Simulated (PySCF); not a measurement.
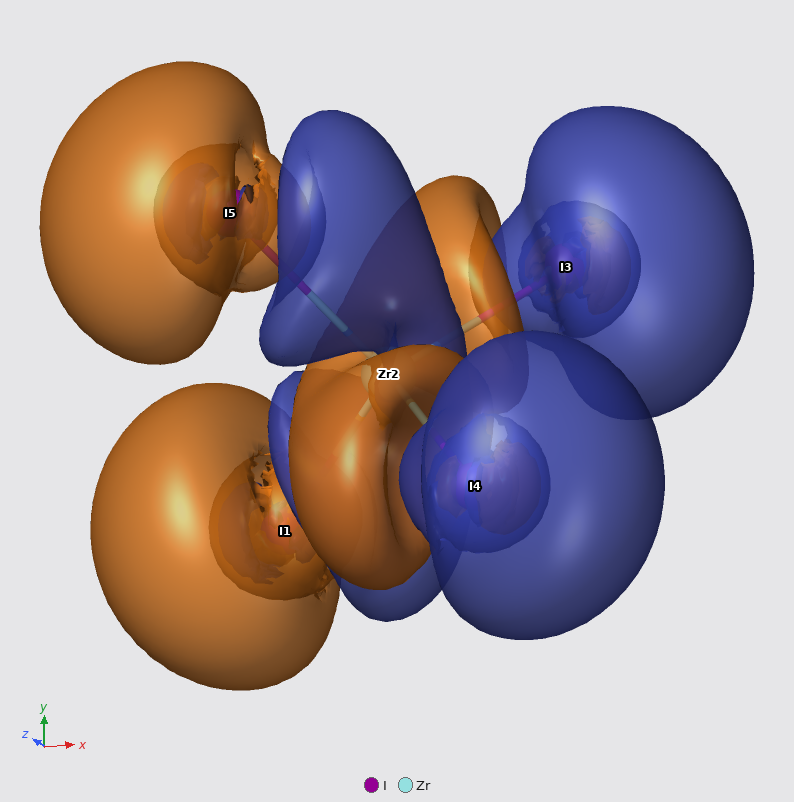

Figure 1: I$_{4}$Zr, SMILES `I[Zr](I)(I)I`. Change of the electron density in a uniform field of 0.21 V/Å, surfaces at ±0.0008 e/Å³ (orange: gain, blue: loss).

Method: B3LYP/def2-SVPD; geometry: GFN2-xTB; program: PySCF. Core potentials replace the inner electrons of I and Zr; spin–orbit coupling isn't included. This is a single-reference result, which may miss multireference character in this system. No frequency check shows the geometry to be a minimum. GFN2-xTB bond lengths at metals and heavier atoms can be off by up to 0.1 Å and shapes distorted, which carries into these values.

Geometry (Å), atoms numbered from 1:

```
I1      -1.7220   -1.4949   -1.6105
Zr2     -0.0018    0.0002   -0.0011
I3       1.7225    1.4949   -1.6106
I4       1.4974   -1.7199    1.6108
I5      -1.4966    1.7197    1.6110
```

> Along which Cartesian direction does the field point?

Along +x: electrons gather on the −x side, against the field.

> What dipole is induced, and what polarisability does it imply?

The induced dipole is 2.10 D (along the field); α along this axis, from the fields in both directions, is 207 bohr³ (30.6 Å³).

> Which atoms gain and lose the most charge?

Electrons gather most on I1 (Hirshfeld charge changes by −0.034 e) and leave I3 most (+0.035 e); 0.130 electrons are displaced in all.
